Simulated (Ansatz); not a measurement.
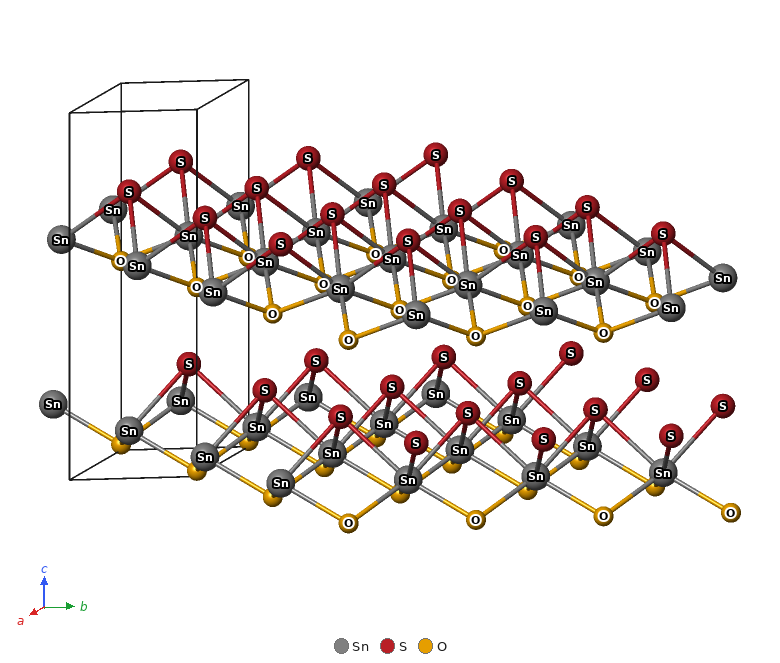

The compound is SnSO (space group P6_3mc, No. 186), taken as the end point of a relaxation with DFT LDA, scalar-relativistic, plane waves, PAW in Ansatz; the starting structure was generated, so it need not be a known form of this composition.

Bonds are taken as O–Sn below 2.4 Å and S–Sn below 2.8 Å. Atoms with one bond or none are removed and atoms with two bonds are replaced by edges, until no such atom is left.

What kind of net remains, and which atoms are its nodes?

A binodal (3,6)-connected, two-periodic (layers) net: S and O are 3-connected nodes; Sn is a 6-connected node, in the ratio 2:1.

Name the underlying net.

It is the kgd net, known from the layers of CdI2 (1T type).

How do the layers lie?

The layers lie parallel to (001).

Give the point symbol of each node (shortest cycle at each angle).

S and O: 4³; Sn: 4⁶·6⁶·8³.

The simplified net, drawn on the atoms' positions. Nodes are coloured by element. One layer is drawn. Edges to nodes outside the piece are drawn as stubs.

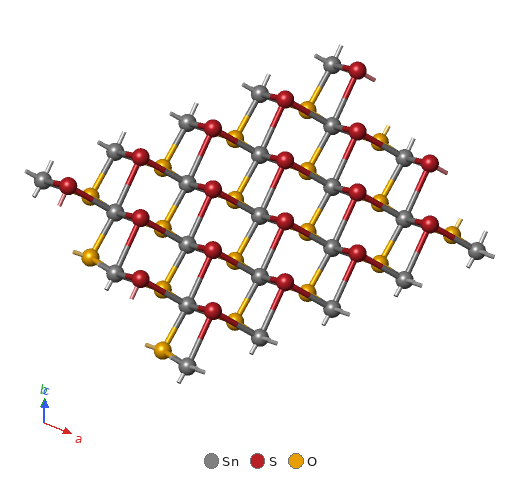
